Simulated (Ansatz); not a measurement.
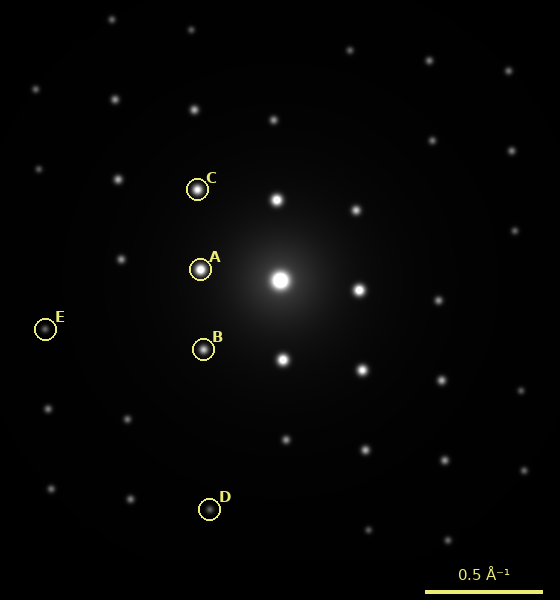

Kinematic zone-axis pattern, calculated for 200 keV electrons with B = 0.8 Å². The zone axis points towards the electron source and the pattern is seen from the source side.

Crystal: La, space group P6_3/mmc (No. 194), a = 3.83 Å, c = 6.20 Å (hexagonal axes). Structure: the input geometry of an electronic-structure calculation (not necessarily at equilibrium); the starting structure was generated, so it need not be a known form of this composition.

Spot A is indexed -1 1 1 and spot B -1 0 2.

Q: Give hkl for C, D, E.

A: C = 2A − B = -1 2 0 (d = 1.914 Å). D = −2A + 3B = -1 -2 4 (d = 0.974 Å). E = 2A + B = -3 2 4 (d = 0.974 Å).

Q: Which zone axis is this?

A: The cross product of A and B is parallel to [211]; every spot obeys hu + kv + lw = 0.

Q: What are the spacings of A and B and the angle between them?

A: d(A) = 2.923 Å, d(B) = 2.264 Å, and the angle is 49.8°.
